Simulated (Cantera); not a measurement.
A closed system holds: 1 mol CH2F2, held at 0.263 Torr.

Equilibrium computed with Cantera from the NASA thermochemical tables; the gas is ideal and each condensed phase is pure. Candidate condensed phases: C, C6H6, C7H8, C8H18; 95 gas species. Equilibrium is a limit: real reactors are often held back by kinetics, nucleation or transport.

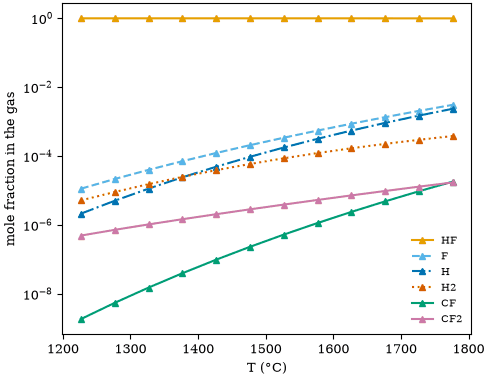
Fig. 1. Equilibrium gas composition (values under 1e-9 drawn at 1e-9)

Question: Read off the mole fractions at 1377 °C.

Answer: HF about 1.00, F about 7.1e-5, H2 about 2.5e-5, H about 2.4e-5, CF2 about 1.5e-6, CF about 4.0e-8.
